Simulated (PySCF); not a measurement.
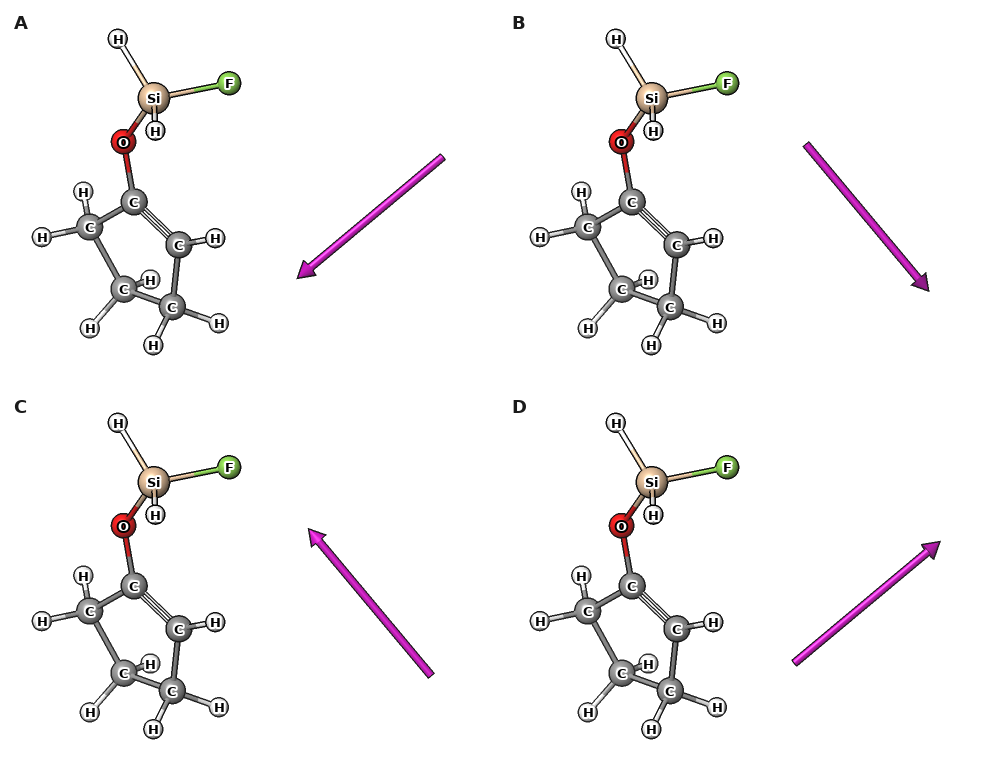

The same molecule four times, each with an arrow. The computed structure is the end point of a GFN2-xTB optimisation. No frequency run is at hand to confirm it as a minimum. Level of theory: PBE0/def2-SVPD, gas phase (PySCF 2.14.0).

**Which arrow points along the dipole moment, from the negative to the positive end?**

A. The dipole moment is 1.62 D.

The geometry is semi-empirical. Around Si such bond lengths and angles can be off by a tenth of an ångström or more and by several degrees, and values that hang on the shape move with them.
